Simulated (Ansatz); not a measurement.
Input

```
crystal:
  periodic: [false, false, false]
  atoms:
    - { symbol: Al, position_ang: [0.0, 0.0, 0.0] }
    - { symbol: F, position_ang: [0.0, 0.0, 2.04] }
    - { symbol: Cl, position_ang: [1.9312, 0.0, -1.115] }
    - { symbol: Cl, position_ang: [-1.9312, 0.0, -1.115] }
    - { symbol: O, position_ang: [0.0869, -1.972, 0.6559] }
    - { symbol: H, position_ang: [-0.4595, -2.5566, 0.0397] }
    - { symbol: H, position_ang: [0.0526, -1.1932, 1.752] }
basis:
  gaussian: { orbitals: "6-31G*" }
hamiltonian:
  xc: hf
relax:
  f_tol: 0.15
  max_steps: 25
  restrain:
    - { distance: [0, 4], at: 2.98, k: 30.0 }
    - { distance: [6, 1], at: 2.12, k: 30.0 }
    - { distance: [0, 1], at: 1.69, k: 30.0 }
    - { distance: [6, 4], at: 1.01, k: 30.0 }
output:
  orbitals: {}
```

Run with:

```sh
ansatz run input.yaml --threads 1 --pin off --max-ram 2048MiB --backend cpu --events-out ev --progress --plain --runs-dir out
```

The fields are those of the run's last geometry, not of the input's.

Not at a stationary point (largest force 1.4 eV/Å).

All numbers below come from RHF/6-31G* in Ansatz.

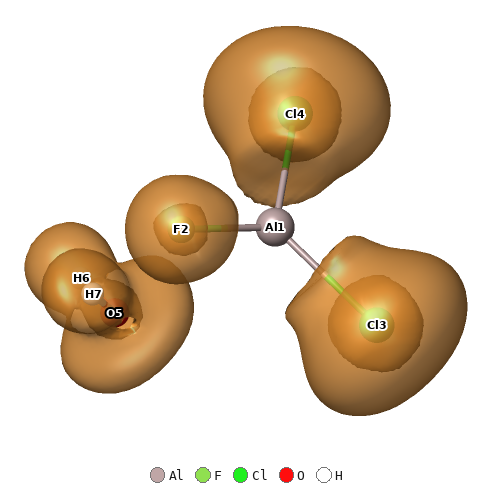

AlCl2F···H2O. Isosurface of the ELF at 0.75 (orange), seen at a tilt. Only the valence region is drawn (cores and ρ < 0.01 e/Å³ removed).

Q: Identify the bonds, lone pairs and shells in this picture.

A: The ELF exceeds this value in two regions on Cl in which the atom's valence shell and bonds are merged, one region wrapped around F (its valence shell) and one joined region spread over several atoms (H, O), in which their bonds and any lone pairs are merged.

Values along the shortest contacts:
Al1···O5 (2.96 Å): the ELF is about 0.05 at the midpoint. Al–F (1.66 Å): the ELF peaks at about 0.85 in the valence shell of F, 0.6 Å from its nucleus, and is about 0.35 at the midpoint.
